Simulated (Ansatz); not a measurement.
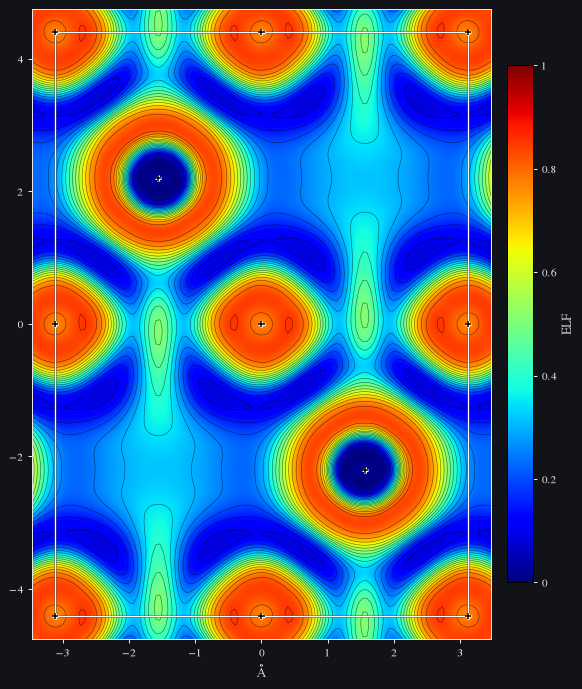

The ELF on a plane through atoms (crosses mark nuclei in the plane).

The calculation used DFT PBE, scalar-relativistic, plane waves, PAW (Ansatz 0.2.0).

Candidates:
A. GdTiF$_{2}$, a = 4.01 Å, b = 4.01 Å, c = 6.99 Å, α = 90.00°, β = 90.00°, γ = 120.00°. Space group P6/mmm; a structure generated by program, which may or may not match a known phase; the program warned that a starting moment wasn't kept; spin-polarised.
B. Hf$_{4}$Br, a = 6.23 Å, b = 6.23 Å, c = 6.23 Å, α = 90.00°, β = 90.00°, γ = 90.00°. Space group Im-3m; a structure generated by program, which may or may not match a known phase; computed without spin polarisation.
C. Si$_{5}$O, a = 4.88 Å, b = 4.88 Å, c = 5.82 Å, α = 90.00°, β = 90.00°, γ = 120.00°. Space group P6/mmm; a structure generated by program, which may or may not match a known phase.

Q: Which candidate gave the map?

A: Candidate B: Hf$_{4}$Br on the (110) plane of the conventional cell, which holds Hf and Br. Hf–Br (2.70 Å): the ELF is about 0.20 at the midpoint (no shared electron pair shows on this line). Hf–Hf (3.12 Å): the ELF reaches about 0.50 near the midpoint.
